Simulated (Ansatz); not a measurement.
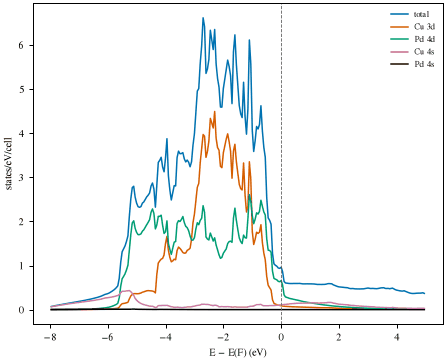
Figure: Total and projected density of states of CuPd in space group R-3m (No. 166; Cu on 3a, Pd on 3b), the program Ansatz at the r²SCAN level (PAW)

Which orbitals carry the states next to the Fermi level?

Within 0.5 eV of the Fermi level: Pd 4d 61 %, Cu 3d 17 %, Cu 4s 11 %, outside the projected shells 11 %. Projections are on Löwdin-orthogonalised atomic valence shells; empty p or d shells of many metals are not among them.

Where is the tallest occupied peak in this window, and what makes it?

Near -2.7 eV, about 6.6 states/eV per cell; the largest projected share is Cu 3d.

The workflow started from a Materials Project entry (that database holds measured and hypothetical structures alike); the Crystallography Open Database copy checked does not list it. COD files the formula under space group No. 221. With Cu and Pd taken as one species the cell has the higher symmetry Fm-3m, so it may be an ordered model of a mixed-site phase. Whether it is the stable phase at ambient conditions was not checked. Symmetry was held in the r²SCAN relaxation; whether a distortion lowers the energy is not shown. The run is not spin-polarised. Spin–orbit coupling is left out wherever it is not named.

Potentials: the later of the program's two PAW sets.
